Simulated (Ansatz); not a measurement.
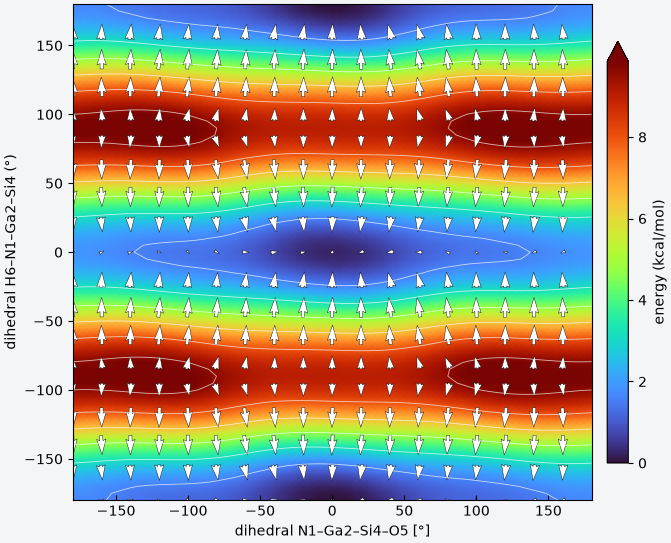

Energy landscape of GaH₆NO₂Si, SMILES [NH2][Ga]([OH])[SiH2]O. 
- The first coordinate is: dihedral N1–Ga2–Si4–O5; the second: dihedral H6–N1–Ga2–Si4.
- Nothing is relaxed (all other coordinates rigid).
- The grid has 18 × 18 points.
- All energies are given in kcal/mol relative to the lowest grid point.
- Level of theory: RKS SPW92 (LDA)/def2-SVP (Ansatz 0.2.0).

Drawn: a smooth colour map with a few white contour lines, arrows along the force (downhill), their lengths compressed, one colour for all values above the top of the scale. Between grid points the surface is interpolated. 

Describe this landscape.

Answer. The lowest grid point is at dihedral N1–Ga2–Si4–O5 = 0°, dihedral H6–N1–Ga2–Si4 = −180°. A higher local minimum lies near dihedral N1–Ga2–Si4–O5 = 0°, dihedral H6–N1–Ga2–Si4 = 0° (0.26 kcal/mol above the lowest at that grid point). The highest grid point, dihedral N1–Ga2–Si4–O5 = −140°, dihedral H6–N1–Ga2–Si4 = −80°, lies 9.9 kcal/mol above the lowest. On the interpolated surface the easiest way out of the lowest well to its copy in the next cell or period passes a barrier of about 1.7 kcal/mol. Round the minimum the two coordinates are weakly coupled (coupling 0.14 in units of the two stiffnesses).

The input of one point:

```yaml
crystal:
  periodic: [false, false, false]
  atoms:
    - { symbol: "N", position_ang: [-0.003854, 1.591263, 1.308438] }
    - { symbol: Ga, position_ang: [-0.526643, -0.016812, 0.687356] }
    - { symbol: O, position_ang: [-1.765001, -0.897538, 1.617468] }
    - { symbol: Si, position_ang: [0.347528, -0.981871, -1.269364] }
    - { symbol: O, position_ang: [1.450788, 0.161803, -1.802974] }
    - { symbol: H, position_ang: [-0.348983, 2.057393, 2.150738] }
    - { symbol: H, position_ang: [0.704289, 2.142907, 0.817146] }
    - { symbol: H, position_ang: [-2.077504, -0.433082, 2.415255] }
    - { symbol: H, position_ang: [-0.726056, -1.251777, -2.302744] }
    - { symbol: H, position_ang: [1.008089, -2.318231, -1.002742] }
    - { symbol: H, position_ang: [1.932968, -0.051362, -2.621862] }
basis:
  gaussian: { orbitals: def2-SVP }
hamiltonian:
  xc: lda
output:
  forces: true
```

Each point was launched as `ansatz run input.yaml --threads 1 --pin off --max-ram 2560MiB --backend cpu --events-out ev --progress --plain --runs-dir out`. The whole map (324 points run) took 18 min on 1 thread of Arm Neoverse V1, on a shared host.
